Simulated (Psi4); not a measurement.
**SnH2OF (SMILES [OH][SnH][F]) at 3 levels**

Aim: a comparison of 3 runs (UHF/def2-SVP, UMVS/STO-6G, UPBE0/def2-SVP) of SnH2OF. 

Program for the calculation: Psi4 1.11.

## 1. Starting point

The species is SnH2OF (5 atoms), meant as a doublet with charge 0. SMILES: `[OH][SnH][F]`. The coordinates come from a PBE0-D4/def2-TZVP relaxation. This is one conformer, not always the lowest.

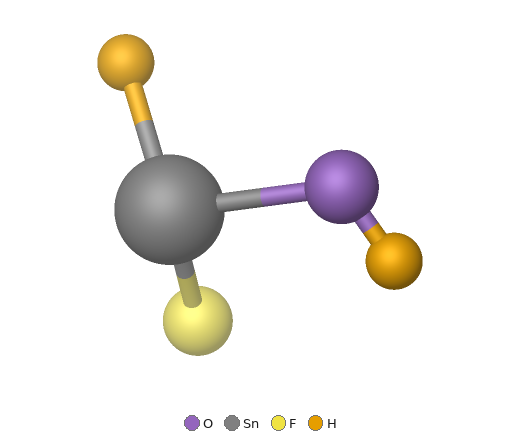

The structure, seen from a chosen angle (oxygen purple, tin grey, fluorine yellow, hydrogen amber).

## 2. Energy and forces at UHF/def2-SVP (core potential) (run 1)

File fh2osn.py:

```python
import psi4

psi4.set_memory(1600000000)
psi4.set_num_threads(1)
psi4.set_output_file('fh2osn.out', False)

m = psi4.geometry("""
0 2
O     -0.684100    -1.180600     0.020800
Sn     0.295400     0.403600     0.636100
F     -0.050500     1.682400    -0.773100
H     -1.495200    -0.969000    -0.450900
H      1.984200    -0.010100     0.525500
symmetry c1
""")

psi4.set_options({
    'basis': 'def2-SVP',
    'reference': 'uhf',
    'puream': True,
    'e_convergence': 1e-09,
    'd_convergence': 1e-08,
    'scf_type': 'pk',
    'maxiter': 200,
})

e, wfn = psi4.gradient('scf', molecule=m, return_wfn=True)
psi4.oeprop(wfn, 'MAYER_INDICES', 'MULLIKEN_CHARGES', 'LOWDIN_CHARGES', title='SCF')
print('gradient / Eh bohr^-1')
print(e.np.round(6))
print(f'energy = {wfn.energy():.10f} Eh')
for k, v in sorted(psi4.core.scalar_variables().items()):
    print(f'{k:45s} {v:18.10f}')
```

Launch:

```
$ python fh2osn.py
```

fh2osn.out:

```text
[...]
    !!!  WARNING: ECP capability is in beta. Please check occupations closely.  !!!
[...]
  Running in c1 symmetry.
[...]
  Nuclear repulsion =  134.684409566784183
[...]
  Multiplicity = 2
[...]
  Nalpha       = 21
  Nbeta        = 20
[...]
    Number of basis functions: 64
[...]
   @UHF iter   1:  -388.51189412647682   -2.30915e+00   9.70112e-03 ADIIS/DIIS
[...]
   @UHF iter  16:  -388.67369431853427   -4.03588e-12   7.04265e-09 DIIS
[...]
   @S^2 Observed:                7.634016255E-01
[...]
    Orbital Energies [Eh]
    ---------------------
    Alpha Occupied:
       1A    -26.222386     2A    -20.548552     3A     -5.909293
       4A     -4.100852     5A     -4.097489     6A     -4.095125
       7A     -1.495010     8A     -1.386599     9A     -1.365647
      10A     -1.362862    11A     -1.361788    12A     -1.352108
      13A     -1.266755    14A     -0.713237    15A     -0.638450
      16A     -0.599542    17A     -0.595934    18A     -0.548542
      19A     -0.524116    20A     -0.498774    21A     -0.364387
    Alpha Virtual:
      22A      0.093547    23A      0.107648    24A      0.163224
      25A      0.226183    26A      0.283525    27A      0.325132
[...]
  @UHF Final Energy:  -388.67369431853427
   => Energetics <=
    Nuclear Repulsion Energy =            134.6844095667841827
    One-Electron Energy =                -889.2101128945150776
    Two-Electron Energy =                 365.8520090091965926
    Total Energy =                       -388.6736943185342739
  UHF NO Occupations:
  HONO-2 :   19  A 1.9985918
  HONO-1 :   20  A 1.9951746
[...]
 Multipole Moments:
 ------------------------------------------------------------------------------------
     Multipole            Electronic (a.u.)      Nuclear  (a.u.)        Total (a.u.)
 ------------------------------------------------------------------------------------
 L = 1.  Multiply by 2.5417464519 to convert [e a0] to [Debye]
 Dipole X            :          9.8293760           -9.8516725           -0.0222965
 Dipole Y            :          4.2215268           -4.1715894            0.0499375
 Dipole Z            :         17.8409597          -16.8569933            0.9839663
 Magnitude           :                                                    0.9854850
[...]
  -Total Gradient:
     Atom            X                  Y                   Z
    ------   -----------------  -----------------  -----------------
       1        0.016729395859    -0.007942554136     0.008177674875
       2       -0.008093997950     0.001822719042     0.001799707533
       3        0.000595807640     0.000857863960    -0.001280881043
       4       -0.013263020084     0.007349930623    -0.007211412088
       5        0.004031814535    -0.002087959488    -0.001485089278
[...]
  Mulliken Charges: (a.u.)
   Center  Symbol    Alpha    Beta     Spin     Total
       1     O     4.37262  4.28510  0.08751 -0.65772
       2    SN    10.73885 10.09151  0.64734  1.16964
       3     F     4.81572  4.78351  0.03222 -0.59923
       4     H     0.38933  0.39450 -0.00518  0.21617
       5     H     0.68348  0.44538  0.23810 -0.12886
   Total alpha = 21.00000, Total beta = 20.00000, Total charge =  0.00000
  Lowdin Charges: (a.u.)
   Center  Symbol    Alpha    Beta     Spin     Total
       1     O     4.23199  4.15026  0.08174 -0.38225
[...]
```

On the terminal:

```text
gradient / Eh bohr^-1
[[ 0.016729 -0.007943  0.008178]
 [-0.008094  0.001823  0.0018  ]
 [ 0.000596  0.000858 -0.001281]
 [-0.013263  0.00735  -0.007211]
 [ 0.004032 -0.002088 -0.001485]]
energy = -388.6736943185 Eh
CURRENT ENERGY                                   -388.6736943185
CURRENT REFERENCE ENERGY                         -388.6736943185
DD SOLVATION ENERGY                                 0.0000000000
HF KINETIC ENERGY                                 257.8777699951
HF POTENTIAL ENERGY                              -646.5514643137
HF TOTAL ENERGY                                  -388.6736943185
HF VIRIAL RATIO                                     2.5072012385
NUCLEAR REPULSION ENERGY                          134.6844095668
ONE-ELECTRON ENERGY                              -889.2101128945
PCM POLARIZATION ENERGY                             0.0000000000
PE ENERGY                                           0.0000000000
SCF ITERATION ENERGY                             -388.6736943185
SCF ITERATIONS                                     16.0000000000
SCF TOTAL ENERGY                                 -388.6736943185
TWO-ELECTRON ENERGY                               365.8520090092
```

It took 3.6 s on 1 thread of Intel Xeon Platinum 8488C (Sapphire Rapids), shared host; peak memory 0.22 GiB.

## 3. Energy and one-electron properties at UMVS/STO-6G (Cholesky decomposition) (run 2)

File job.json:

```json
{
 "schema_name": "qcschema_input",
 "schema_version": 1,
 "molecule": {
  "schema_name": "qcschema_molecule",
  "schema_version": 2,
  "symbols": ["O", "Sn", "F", "H", "H"],
  "geometry": [-1.29276164, -2.23101066, 0.0393063, 0.5582251, 0.76269346, 1.20205479, -0.09543117, 3.17927523, -1.46094727, -2.8255185, -1.83114461, -0.85207751, 3.74959458, -0.01908623, 0.99305108],
  "molecular_charge": 0,
  "molecular_multiplicity": 2,
  "fix_symmetry": "c1"
 },
 "driver": "energy",
 "model": {
  "method": "mvs",
  "basis": "STO-6G"
 },
 "keywords": {
  "reference": "uks",
  "scf_type": "cd",
  "df_scf_guess": false,
  "scf_properties": ["MULTIPOLE(3)", "ESP_AT_NUCLEI", "DIPOLE", "WIBERG_LOWDIN_INDICES", "QUADRUPOLE"]
 }
}
```

Launch:

```
$ psi4 --qcschema job.json -n 1 --memory 1600MB
```

stdout:

```text
[...]
  Running in c1 symmetry.
[...]
  Nuclear repulsion =  278.482231030156299
[...]
  Multiplicity = 2
[...]
  Nalpha       = 35
  Nbeta        = 34
[...]
    Number of basis functions: 39
[...]
   @UKS iter   1: -6172.57933007821612   -2.43648e+00   1.18341e-02 ADIIS/DIIS
[...]
   @UKS iter   9: -6172.77309226367379   -5.94082e-09   3.98313e-07 DIIS
[...]
   @S^2 Observed:                7.512057285E-01
[...]
    Orbital Energies [Eh]
    ---------------------
    Alpha Occupied:
       1A   -1028.863146     2A   -147.717383     3A   -142.006126
       4A   -142.006067     5A   -142.005878     6A    -26.179670
       7A    -24.922123     8A    -24.921225     9A    -24.920045
      10A    -24.348098    11A    -18.869032    12A    -16.938281
      13A    -16.937963    14A    -16.937027    15A    -16.936753
      16A    -16.936534    17A     -3.806836    18A     -2.940083
      19A     -2.936952    20A     -2.933565    21A     -0.986456
      22A     -0.894300    23A     -0.510571    24A     -0.503726
      25A     -0.496247    26A     -0.493491    27A     -0.491851
      28A     -0.372973    29A     -0.287884    30A     -0.230183
      31A     -0.177018    32A     -0.166022    33A     -0.122922
      34A     -0.118767    35A     -0.057448
[...]
  @UKS Final Energy: -6172.77309226367379
   => Energetics <=
    Nuclear Repulsion Energy =            278.4822310301562993
    One-Electron Energy =               -9091.1674176806700416
    Two-Electron Energy =                2823.7986705877151508
    DFT Exchange-Correlation Energy =    -183.8865762008765614
    Empirical Dispersion Energy =           0.0000000000000000
    VV10 Nonlocal Energy =                  0.0000000000000000
    Total Energy =                      -6172.7730922636737887
[...]
 Multipole Moments:
 ------------------------------------------------------------------------------------
     Multipole            Electronic (a.u.)      Nuclear  (a.u.)        Total (a.u.)
 ------------------------------------------------------------------------------------
 L = 1.  Multiply by 2.5417464519 to convert [e a0] to [Debye]
 Dipole X            :          2.0276274           -2.3179639           -0.2903365
 Dipole Y            :          3.3223042           -3.2124695            0.1098347
 Dipole Z            :          4.2367455           -4.1032330            0.1335125
 Magnitude           :                                                    0.3379121
 L = 2.  Multiply by 1.3450342976 to convert [e a0^2] to [Debye ang]
 Quadrupole XX       :        -69.9352144           46.6466519          -23.2885626
 Quadrupole XY       :        -34.3765142           34.8161753            0.4396611
[...]
```

The result, in JSON:

```text
{
 "driver": "energy",
 "model": {
  "method": "mvs",
  "basis": "STO-6G"
 },
 "success": true,
 "return_result": -6172.773092263674,
 "properties": {
  "calcinfo_nbasis": 39,
  "calcinfo_nmo": 39,
  "calcinfo_nalpha": 35,
  "calcinfo_nbeta": 34,
  "calcinfo_natom": 5,
  "nuclear_repulsion_energy": 278.4822310301563,
  "return_energy": -6172.773092263674,
  "scf_one_electron_energy": -9091.16741768067,
  "scf_two_electron_energy": 2823.798670587715,
  "scf_xc_energy": -183.88657620087656,
  "scf_dipole_moment": [-0.2903365371326796, 0.10983473369160013, 0.1335124731645312],
  "scf_total_energy": -6172.773092263674,
  "scf_iterations": 9
 }
}
```

Wall time 12 s (1 thread of Intel Xeon Platinum 8488C (Sapphire Rapids), shared host); peak memory 0.42 GiB.

## 4. Energy and forces at UPBE0/def2-SVP (core potential) (run 3)

File calc.inp:

```
memory 1600 MB

molecule {
  0 2
  O
  Sn 1 1.961557
  F 2 1.93412 1 102.48202
  H 1 0.961852 2 113.40607 3 -34.38693
  H 2 1.742247 3 106.50509 4 122.40792
  units angstrom
  symmetry c1
}

set basis def2-SVP
set reference uks
set puream true
set e_convergence 1e-09
set d_convergence 1e-08
set scf_type pk
set dft_radial_points 99
set dft_spherical_points 590
set maxiter 200

E, wfn = gradient("pbe0", return_wfn=True)
oeprop(wfn, "MAYER_INDICES", "LOWDIN_CHARGES", "QUADRUPOLE")
print_variables()
```

Launch:

```
$ psi4 calc.inp calc.out -n 1
```

calc.out (excerpt; [...] marks lines left out):

```text
[...]
    !!!  WARNING: ECP capability is in beta. Please check occupations closely.  !!!
[...]
  Running in c1 symmetry.
[...]
  Nuclear repulsion =  134.684400678984190
[...]
  Multiplicity = 2
[...]
  Nalpha       = 21
  Nbeta        = 20
[...]
    Number of basis functions: 64
[...]
   @UKS iter   1:  -389.97970642284685   -1.56186e+00   1.30225e-02 DIIS/ADIIS
[...]
   @UKS iter  14:  -390.25254578659343   -1.25056e-12   3.96523e-09 DIIS
[...]
   @S^2 Observed:                7.549800467E-01
[...]
  @UKS Final Energy:  -390.25254578659343
   => Energetics <=
    Nuclear Repulsion Energy =            134.6844006789841899
    One-Electron Energy =                -889.5347282820762302
    Two-Electron Energy =                 393.3115226269270579
    DFT Exchange-Correlation Energy =     -28.7137408104284262
    Empirical Dispersion Energy =           0.0000000000000000
    VV10 Nonlocal Energy =                  0.0000000000000000
    Total Energy =                       -390.2525457865934300
[...]
  -Total Gradient:
     Atom            X                  Y                   Z
    ------   -----------------  -----------------  -----------------
       1        0.002199203345    -0.002889928504     0.009231266164
       2       -0.002005389480    -0.007902956662    -0.008662257800
       3        0.000038410141     0.008777479839    -0.001900345163
       4       -0.002054641364     0.002813981649     0.001775468959
       5        0.001910371377    -0.000860628697    -0.000332215797
[...]
 Multipole Moments:
 ------------------------------------------------------------------------------------
     Multipole            Electronic (a.u.)      Nuclear  (a.u.)        Total (a.u.)
 ------------------------------------------------------------------------------------
 L = 1.  Multiply by 2.5417464519 to convert [e a0] to [Debye]
 Dipole X            :          1.8476360           -1.4786140            0.3690220
 Dipole Y            :         15.1483690          -14.5642278            0.5841412
 Dipole Z            :         13.7252725          -13.5761905            0.1490820
 Magnitude           :                                                    0.7068406
 L = 2.  Multiply by 1.3450342976 to convert [e a0^2] to [Debye ang]
 Quadrupole XX       :        -34.8689834            9.5408059          -25.3281775
 Quadrupole XY       :          5.4320406           -5.7655176           -0.3334770
[...]
```

Wall time 14 s (1 thread of Intel Xeon Platinum 8488C (Sapphire Rapids), shared host); peak memory 0.66 GiB.

## 5. All runs side by side

| run | level | task | integrals | energy (Eh) | dipole moment (D) | HOMO energy (eV) | LUMO energy (eV) | wall time |
| --- | --- | --- | --- | --- | --- | --- | --- | --- |
| 1 | UHF/def2-SVP (core potential) | gradient | pk | -388.673694 | 2.50 | -9.92 | -0.27 | 3.6 s |
| 2 | UMVS/STO-6G (Cholesky decomposition) | properties | cd | -6172.773092 | 0.86 | -1.56 | -0.11 | 12 s |
| 3 | UPBE0/def2-SVP (core potential) | gradient | pk | -390.252546 | 1.80 | -6.79 | -3.73 | 14 s |

## 6. Outcome

| quantity | value |
| --- | --- |
| run 3: total energy | -390.25255 Eh |
| run 3: dipole moment | 1.80 D |
| run 3: HOMO energy (highest over α and β) | -6.79 eV |
| run 3: LUMO energy (lowest over α and β) | -3.73 eV |
| run 3: ⟨S²⟩ | 0.755 |
| run 3: largest force on an atom | 0.612 eV/Å |

**Reading.** The dipole moment (its size) runs from 0.86 D (UMVS/STO-6G) to 2.50 D (UHF/def2-SVP). The two ends differ in method and basis and core potential. Totals of different functionals can't be ranked against each other. Some runs of one species differ in core potentials or relativity; totals across that change don't compare. In run 2 the basis is minimal, so the values are rough. In run 2 relativity is left out where basis or elements ask for it. All runs together took 30 s, the longest 14 s.
